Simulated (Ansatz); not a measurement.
**AlBH₂ (singlet): trial inputs and their diagnosis at scale of all distances = 2.447**

3 inputs are run for AlBH₂ (singlet) as typed; the log has to tell whether the result can be used and what must change.

Program: Ansatz 0.2.0, Gaussian basis. Level of theory: the settings change from run to run. These are calculated values, not measurements.

## (1) The system

The geometry derives from a PBE0/def2-TZVP stationary point (not a proven minimum). All distances are scaled together.

4 atoms, charge 0, spin multiplicity 1.

Atoms are counted from 1 here; the program's logs count them from 0.

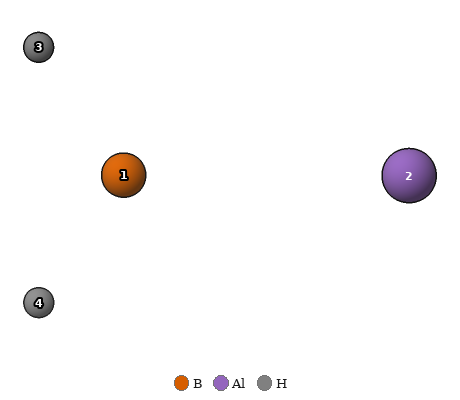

The geometry (boron orange, aluminium purple, hydrogen grey); atoms are numbered from 1 in the order of the file.

## (2) Attempt 1

Contents of in.yaml:

```yaml
crystal:
  periodic: [false, false, false]
  atoms:
    - {symbol: B, position_ang: [0.000000, 0.000000, 3.633270]}
    - {symbol: Al, position_ang: [0.000000, 0.000000, -1.849114]}
    - {symbol: H, position_ang: [0.000000, 2.459186, 5.264528]}
    - {symbol: H, position_ang: [0.000000, -2.459186, 5.264528]}
basis:
  gaussian: {orbitals: "6-31++G**"}
correlation: {method: fic_mrcisd_q, electrons: all, active_space: {window: {electrons: 3, orbitals: 2}}}
```

Run with:

```sh
$ ansatz run in.yaml --threads 1 --pin off --events-out ev --progress --plain --max-ram 2393MiB
```

Log:

```text
Functional definition: HF
  name "HF"
  cite "Fock, Z. Phys. 61, 126 (1930) doi:10.1007/BF01340294"
  parent pbe
  exchange = exact_x
  correlation = 0
454 factors; integrals over basis functions are off by at most 8.1e-4 eV
mean field evaluation 1: about -7268.7999 eV, gradient 1.5e1 eV
mean field evaluation 2: about -7268.8006 eV, gradient 1.5e1 eV
mean field evaluation 4: about -7270.9677 eV, gradient 5.0e0 eV
mean field evaluation 8: about -7271.2679 eV, gradient 1.6e-1 eV
mean field evaluation 16: about -7259.7049 eV, gradient 1.5e1 eV
mean field evaluation 32: about -7265.9799 eV, gradient 8.4e-1 eV
mean field evaluation 64: about -7271.2150 eV, gradient 6.6e-1 eV
mean field -7271.26785732 eV, -267.2141651142 hartree, gradient 1.3e-6 eV, S^2 0.000000; 5 other end points of the search recorded, 0 dependent functions left out; unrestricted orbitals would lower it
reference -7271.26785732 eV, -267.2141651142 hartree; 10, 10 occupied and 44, 44 virtual orbitals, 454 factors
Error: 3 electrons in 2 orbitals form no window around the highest filled level of the reference
```

Run time: 0.54 s. Hardware: 1 thread of Intel Xeon Platinum 8375C at 2.90GHz, shared host.

**Diagnosis.** The run stopped with an error. The active window can't be built from these electrons and orbitals. Cure: choose counts that fit the spin, the electrons and the basis.

## (3) Attempt 2

Contents of in.yaml:

```yaml
crystal:
  periodic: [false, false, false]
  atoms:
    - {symbol: B, position_ang: [0.000000, 0.000000, 3.633270]}
    - {symbol: Al, position_ang: [0.000000, 0.000000, -1.849114]}
    - {symbol: H, position_ang: [0.000000, 2.459186, 5.264528]}
    - {symbol: H, position_ang: [0.000000, -2.459186, 5.264528]}
basis:
  gaussian: {orbitals: 6-31G}
correlation: {method: fic_mrcisd_q, electrons: all, active_space: {window: {electrons: 2, orbitals: 2}, places: [1, 2]}}
```

Same command.

Log:

```text
Error: invalid value for `correlation.active_space`: name one of window, places and ras
```

Wall time 0.03 s (1 thread of Intel Xeon Platinum 8375C at 2.90GHz, shared host).

What is wrong: The run was refused. The active space is defined twice. Cure: keep one definition.

## (4) Attempt 3

Contents of in.yaml:

```yaml
crystal:
  periodic: [false, false, false]
  atoms:
    - {symbol: B, position_ang: [0.000000, 0.000000, 3.633270]}
    - {symbol: Al, position_ang: [0.000000, 0.000000, -1.849114]}
    - {symbol: H, position_ang: [0.000000, 2.459186, 5.264528]}
    - {symbol: H, position_ang: [0.000000, -2.459186, 5.264528]}
basis:
  gaussian: {orbitals: 6-31G}
hamiltonian: {xc: pbe}
correlation: {method: sc_nevpt2, electrons: outside_noble_gas, active_space: {window: {electrons: 2, orbitals: 2}}}
scf: {lower_state_search: off}
```

Launched as before.

Log:

```text
Error: invalid value for `correlation.active_space`: it starts from restricted Hartree–Fock orbitals; set hamiltonian.xc: hf without magnetization.spin_polarized
```

It took 0.03 s on 1 thread of Intel Xeon Platinum 8375C at 2.90GHz, shared host.

What is wrong: The run was refused. An active space is asked on a functional's orbitals. To mend it, start from Hartree-Fock.

## (5) Summary

```
attempt                    level                ended                                                               cause    time
      1  MRCISD+Q(3,2)/6-31++G**  stopped by an error  the active window can't be built from these electrons and orbitals  0.54 s
      2      MRCISD+Q(2,2)/6-31G              refused                                   the active space is defined twice  0.03 s
      3        NEVPT2(2,2)/6-31G              refused                 an active space is asked on a functional's orbitals  0.03 s
```

1 stopped by an error, 2 refused.
